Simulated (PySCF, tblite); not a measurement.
# C6H10O: a rotation path, then NMR shifts on frames, part 2 of 2

tblite 0.8.0 and PySCF 2.14.0. Atoms count from 0.

### Step 5. Nuclear shieldings: image 4, PBE0/pcSseg-1

Job settings and geometry (Å):

```
{"job": {"kind": "nmr", "xc": "PBE0", "basis": "pcSseg-1", "pop": false}, "charge": 0, "multiplicity": 1}
C     -2.964600     0.237600    -0.020400
O     -1.635500     0.638400    -0.220800
C     -0.660200    -0.265800     0.247300
C      0.467400    -0.592500    -0.705300
C      1.409500    -0.092400     0.091500
C      2.884200     0.010400     0.040500
C      0.441600     0.364000     1.155800
H     -3.210400    -0.653400    -0.612200
H     -3.168000     0.028300     1.037300
H     -3.589300     1.068500    -0.345100
H     -1.132600    -1.150400     0.690100
H      0.470000    -1.066500    -1.669100
H      3.184600     1.057300     0.070500
H      3.324100    -0.488900     0.903200
H      3.265200    -0.443200    -0.871000
H      0.559700    -0.083100     2.142800
H      0.347400     1.443800     1.248200
```

With the program's defaults for keys left out, this is: GIAO PBE0/pcSseg-1 NMR shielding, non-relativistic, gas phase.

What it wrote:

```text
coarse grid: 13808 points
cycle   1  E = -309.2775367143  dE =  9.693e-01  |g| = 5.949e-01  |ddm| = 3.652e+00
cycle   2  E = -309.2291012373  dE =  4.844e-02  |g| = 7.997e-01  |ddm| = 1.293e+00
cycle   3  E = -309.3507179772  dE = -1.216e-01  |g| = 9.750e-02  |ddm| = 8.024e-01
cycle   4  E = -309.3523705331  dE = -1.653e-03  |g| = 3.337e-02  |ddm| = 9.704e-02
cycle   5  E = -309.3526210589  dE = -2.505e-04  |g| = 8.139e-03  |ddm| = 3.701e-02
cycle   6  E = -309.3526331533  dE = -1.209e-05  |g| = 4.175e-03  |ddm| = 9.738e-03
cycle   7  E = -309.3526372373  dE = -4.084e-06  |g| = 6.813e-04  |ddm| = 4.097e-03
final grid: 132176 points
cycle   8  E = -309.4072507331  dE = -3.151e-05  |g| = 1.181e-02  |ddm| = 3.432e-02
cycle   9  E = -309.4072277354  dE =  2.300e-05  |g| = 1.647e-02  |ddm| = 2.038e-02
cycle  10  E = -309.4072790503  dE = -5.131e-05  |g| = 1.623e-03  |ddm| = 1.209e-02
cycle  11  E = -309.4072796222  dE = -5.718e-07  |g| = 1.255e-04  |ddm| = 1.576e-03
cycle  12  E = -309.4072796227  dE = -5.142e-10  |g| = 1.148e-04  |ddm| = 2.331e-04
cycle  13  E = -309.4072796258  dE = -3.140e-09  |g| = 2.408e-05  |ddm| = 1.252e-04
cycle  14  E = -309.4072796260  dE = -1.319e-10  |g| = 7.126e-06  |ddm| = 2.533e-05
converged SCF energy = -309.4072796260

GIAO shielding tensors (ppm)
atom      isotropic    diamagn.    paramagn.     s11        s22        s33       span
  0 C      126.488     242.313    -115.825     93.104    103.818    182.541     89.437
  1 O      307.117     396.989     -89.872    264.373    291.231    365.746    101.373
  2 C      107.832     247.856    -140.024     80.788     84.426    158.281     77.493
  3 C       47.266     251.318    -204.053    -49.693     56.793    134.697    184.390
  4 C       30.645     264.571    -233.926    -91.080     30.587    152.426    243.506
  5 C      167.458     245.649     -78.191    152.123    162.915    187.338     35.216
  6 C      141.931     250.701    -108.770    128.162    139.407    158.224     30.063
  7 H       28.236      28.691      -0.455     24.071     26.118     34.519     10.447
  8 H       28.308      28.521      -0.214     24.248     26.360     34.316     10.068
  9 H       28.011      27.817       0.194     24.251     25.517     34.263     10.012
 10 H       27.878      32.770      -4.893     24.434     28.055     31.144      6.710
 11 H       25.598      34.470      -8.872     24.323     25.417     27.053      2.730
 12 H       29.835      27.932       1.903     25.817     28.187     35.502      9.686
 13 H       30.039      27.565       2.474     26.114     28.198     35.806      9.692
 14 H       29.682      28.242       1.440     25.935     28.231     34.881      8.946
 15 H       28.964      31.517      -2.553     25.969     27.913     33.011      7.041
 16 H       29.368      31.630      -2.263     26.698     28.643     32.762      6.064
```

It took 18 s on 1 thread of INTEL XEON PLATINUM 8581C at 2.10GHz, shared host; peak memory 0.78 GiB.

Key values: δ C4 156.3, C3 139.7, C2 79.1, C0 60.4, H11 6.12, H10 3.84 ppm.

### Step 6. Nuclear shieldings: image 6, PBE0/pcSseg-1

Job settings and geometry (Å):

```
{"job": {"kind": "nmr", "xc": "PBE0", "basis": "pcSseg-1", "pop": false}, "charge": 0, "multiplicity": 1}
C     -2.907400     0.323100     0.110900
O     -1.652500     0.440300    -0.509100
C     -0.665100    -0.388400     0.050000
C      0.545200    -0.625700    -0.816500
C      1.397300    -0.103700     0.063200
C      2.865600     0.066400     0.127300
C      0.328600     0.278900     1.058600
H     -3.354200    -0.658200    -0.098700
H     -2.837200     0.456100     1.196400
H     -3.541900     1.104300    -0.304900
H     -1.115000    -1.314600     0.434800
H      0.640400    -1.080000    -1.784200
H      3.115300     1.124800     0.194500
H      3.262000    -0.428500     1.013200
H      3.334500    -0.353500    -0.759200
H      0.398700    -0.181300     2.044300
H      0.178800     1.352100     1.162600
```

Method: GIAO PBE0/pcSseg-1 NMR shielding, non-relativistic, gas phase.

What it wrote:

```text
coarse grid: 13808 points
cycle   1  E = -309.2800605588  dE =  9.712e-01  |g| = 5.925e-01  |ddm| = 3.649e+00
cycle   2  E = -309.2309766491  dE =  4.908e-02  |g| = 7.994e-01  |ddm| = 1.290e+00
cycle   3  E = -309.3527039485  dE = -1.217e-01  |g| = 9.856e-02  |ddm| = 8.076e-01
cycle   4  E = -309.3543915690  dE = -1.688e-03  |g| = 3.463e-02  |ddm| = 9.761e-02
cycle   5  E = -309.3546557395  dE = -2.642e-04  |g| = 1.018e-02  |ddm| = 3.841e-02
cycle   6  E = -309.3546769121  dE = -2.117e-05  |g| = 4.271e-03  |ddm| = 1.159e-02
cycle   7  E = -309.3546811867  dE = -4.275e-06  |g| = 6.585e-04  |ddm| = 4.126e-03
final grid: 132176 points
cycle   8  E = -309.4092233236  dE = -3.079e-05  |g| = 1.153e-02  |ddm| = 3.201e-02
cycle   9  E = -309.4092012396  dE =  2.208e-05  |g| = 1.607e-02  |ddm| = 1.990e-02
cycle  10  E = -309.4092504040  dE = -4.916e-05  |g| = 1.641e-03  |ddm| = 1.174e-02
cycle  11  E = -309.4092509924  dE = -5.884e-07  |g| = 1.692e-04  |ddm| = 1.654e-03
cycle  12  E = -309.4092509938  dE = -1.431e-09  |g| = 1.508e-04  |ddm| = 2.933e-04
cycle  13  E = -309.4092509993  dE = -5.545e-09  |g| = 2.120e-05  |ddm| = 1.448e-04
cycle  14  E = -309.4092509994  dE = -9.618e-11  |g| = 7.150e-06  |ddm| = 2.547e-05
converged SCF energy = -309.4092509994

GIAO shielding tensors (ppm)
atom      isotropic    diamagn.    paramagn.     s11        s22        s33       span
  0 C      128.093     242.856    -114.763     94.924    106.619    182.737     87.812
  1 O      297.525     396.744     -99.219    261.827    282.028    348.722     86.895
  2 C      109.135     247.950    -138.815     81.088     88.463    157.853     76.765
  3 C       47.557     250.698    -203.141    -49.236     57.754    134.152    183.388
  4 C       30.674     264.448    -233.774    -91.258     30.889    152.390    243.648
  5 C      167.330     245.657     -78.327    151.905    162.719    187.365     35.460
  6 C      142.841     250.844    -108.003    127.543    144.383    156.597     29.055
  7 H       28.321      28.301       0.020     24.317     26.266     34.380     10.063
  8 H       28.429      29.127      -0.698     24.492     26.563     34.232      9.740
  9 H       28.060      27.916       0.143     24.291     25.617     34.271      9.980
 10 H       27.838      32.485      -4.648     24.494     27.763     31.256      6.761
 11 H       25.664      34.270      -8.606     24.441     25.426     27.126      2.685
 12 H       29.817      28.034       1.783     25.812     28.156     35.483      9.672
 13 H       30.024      27.663       2.362     26.091     28.196     35.786      9.695
 14 H       29.645      28.070       1.575     25.900     28.176     34.857      8.958
 15 H       29.040      31.701      -2.662     25.986     27.936     33.196      7.210
 16 H       29.435      31.828      -2.392     26.795     28.638     32.873      6.078
```

Run time: 17 s. Hardware: 1 thread of INTEL XEON PLATINUM 8581C at 2.10GHz, shared host; peak memory 0.78 GiB.

In short: δ C4 156.3, C3 139.4, C2 77.8, C0 58.8, H11 6.05, H10 3.88 ppm.

### Step 7. NMR shieldings: image 8, PBE0/pcSseg-1

Job settings and geometry (Å):

```
{"job": {"kind": "nmr", "xc": "PBE0", "basis": "pcSseg-1", "pop": false}, "charge": 0, "multiplicity": 1}
C     -2.808700     0.427000     0.182100
O     -1.680400     0.267200    -0.639200
C     -0.677500    -0.522800    -0.060800
C      0.574500    -0.663200    -0.888100
C      1.364800    -0.126000     0.040200
C      2.817000     0.130000     0.178200
C      0.240300     0.154500     1.008200
H     -3.263500    -0.542700     0.423600
H     -2.558200     0.938600     1.119000
H     -3.518600     1.029800    -0.381100
H     -1.100800    -1.479900     0.284600
H      0.724700    -1.065000    -1.871500
H      2.996900     1.196100     0.314900
H      3.209400    -0.387400     1.053700
H      3.351300    -0.209000    -0.705700
H      0.295600    -0.347300     1.974100
H      0.026100     1.212100     1.151200
```

With the program's defaults for keys left out, this is: GIAO PBE0/pcSseg-1 NMR shielding, non-relativistic, gas phase.

What it wrote:

```text
coarse grid: 13808 points
cycle   1  E = -309.2823908613  dE =  9.733e-01  |g| = 5.893e-01  |ddm| = 3.648e+00
cycle   2  E = -309.2323453425  dE =  5.005e-02  |g| = 7.996e-01  |ddm| = 1.279e+00
cycle   3  E = -309.3542807334  dE = -1.219e-01  |g| = 1.003e-01  |ddm| = 8.058e-01
cycle   4  E = -309.3560380634  dE = -1.757e-03  |g| = 3.544e-02  |ddm| = 9.922e-02
cycle   5  E = -309.3563119230  dE = -2.739e-04  |g| = 1.124e-02  |ddm| = 3.932e-02
cycle   6  E = -309.3563386049  dE = -2.668e-05  |g| = 4.315e-03  |ddm| = 1.253e-02
cycle   7  E = -309.3563429573  dE = -4.352e-06  |g| = 6.388e-04  |ddm| = 4.088e-03
final grid: 132176 points
cycle   8  E = -309.4106378883  dE = -3.320e-05  |g| = 1.168e-02  |ddm| = 3.685e-02
cycle   9  E = -309.4106152730  dE =  2.262e-05  |g| = 1.627e-02  |ddm| = 1.989e-02
cycle  10  E = -309.4106655569  dE = -5.028e-05  |g| = 1.683e-03  |ddm| = 1.172e-02
cycle  11  E = -309.4106661774  dE = -6.205e-07  |g| = 1.902e-04  |ddm| = 1.716e-03
cycle  12  E = -309.4106661801  dE = -2.695e-09  |g| = 1.566e-04  |ddm| = 3.156e-04
cycle  13  E = -309.4106661860  dE = -5.961e-09  |g| = 2.347e-05  |ddm| = 1.485e-04
cycle  14  E = -309.4106661862  dE = -1.244e-10  |g| = 7.078e-06  |ddm| = 2.693e-05
converged SCF energy = -309.4106661862

GIAO shielding tensors (ppm)
atom      isotropic    diamagn.    paramagn.     s11        s22        s33       span
  0 C      128.842     243.584    -114.742     97.211    105.937    183.377     86.166
  1 O      287.007     396.962    -109.955    245.554    284.737    330.730     85.176
  2 C      109.609     248.005    -138.397     83.412     88.380    157.034     73.621
  3 C       47.604     250.693    -203.089    -49.179     56.119    135.873    185.052
  4 C       30.306     264.089    -233.783    -91.173     30.195    151.897    243.069
  5 C      167.176     245.597     -78.421    151.450    162.615    187.464     36.014
  6 C      145.453     251.272    -105.819    129.441    150.202    156.716     27.275
  7 H       28.551      28.409       0.142     25.062     26.271     34.321      9.259
  8 H       28.406      29.610      -1.204     24.465     26.970     33.783      9.319
  9 H       27.966      27.990      -0.024     24.102     25.580     34.214     10.112
 10 H       27.682      31.950      -4.268     24.065     27.587     31.394      7.329
 11 H       25.619      34.009      -8.390     24.291     25.454     27.112      2.821
 12 H       29.815      28.209       1.606     25.819     28.207     35.418      9.598
 13 H       29.980      27.674       2.306     26.048     28.132     35.762      9.714
 14 H       29.633      27.962       1.671     25.899     28.087     34.914      9.014
 15 H       29.276      31.868      -2.592     26.247     28.000     33.580      7.334
 16 H       29.471      32.171      -2.700     26.414     29.106     32.893      6.479
```

It took 16 s on 1 thread of INTEL XEON PLATINUM 8581C at 2.10GHz, shared host; peak memory 0.78 GiB.

In short: δ C4 156.6, C3 139.3, C2 77.3, C0 58.1, H11 6.10, H10 4.03 ppm.

### Step 8. Side by side: NMR shifts

Shifts (ppm) of some atoms, chosen among heavy atoms and hydrogens apart, with basis size and wall time:

| frame | C4 | C3 | C0 | C6 | H11 | H7 | O1 | functions | time |
| --- | --- | --- | --- | --- | --- | --- | --- | --- | --- |
| image 0 | 158.8 | 137.4 | 58.3 | 42.8 | 6.48 | 3.44 | 49.2 | 169 | 18 s |
| image 2 | 157.6 | 138.9 | 60.1 | 43.8 | 6.32 | 3.45 | 39.1 | 169 | 20 s |
| image 4 | 156.3 | 139.7 | 60.4 | 45.0 | 6.12 | 3.48 | 29.0 | 169 | 18 s |
| image 6 | 156.3 | 139.4 | 58.8 | 44.1 | 6.05 | 3.40 | 38.6 | 169 | 17 s |
| image 8 | 156.6 | 139.3 | 58.1 | 41.5 | 6.10 | 3.17 | 49.1 | 169 | 16 s |

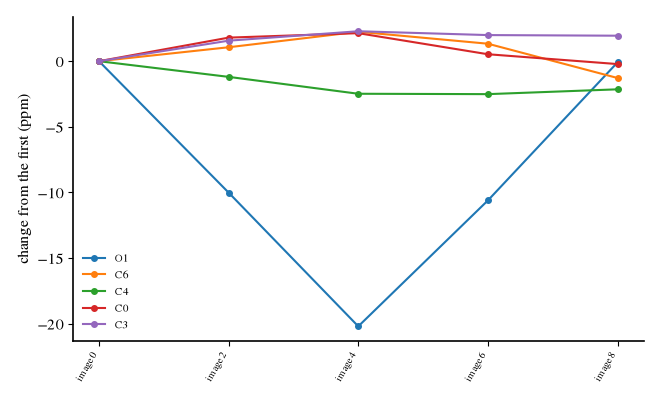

How five of the tabulated atoms move from run to run.

### Step 9. Summary of results

The summary covers parts 1 to 2.

```
                                       quantity                                                           value
                                        barrier                              0.071 eV (1.6 kcal/mol) at image 4
                          end to end (GFN2-xTB)                                                       -0.003 eV
13C shifts against TMS (PBE0/pcSseg-1, image 0)                        158.8, 137.4, 77.2, 58.3, 42.8, 19.9 ppm
 1H shifts against TMS (PBE0/pcSseg-1, image 0)  6.48, 4.08, 3.78, 3.44, 3.13, 2.66, 2.39, 2.06, 1.90, 1.76 ppm
17O shifts against H2O (PBE0/pcSseg-1, image 0)                                                        49.2 ppm
                       range of the shift of O1                                                29.0 to 49.2 ppm
```

In words: Along the band the dihedral turns by 108°, and the top (dihedral 132°) lies 1.6 kcal/mol above the start (GFN2-xTB, rough), so at room temperature this motion is fast. The top was not checked by a frequency run. Shifts at one fixed geometry are not the observed spectrum, which averages over the motion. In the first frame run (image 0): The largest span, 246 ppm, is at C4, where the paramagnetic term is -236 ppm. In ppm, O1 moves most: its shift spreads over 20.2 ppm, from 29.0 (image 4) to 49.2 (image 0).
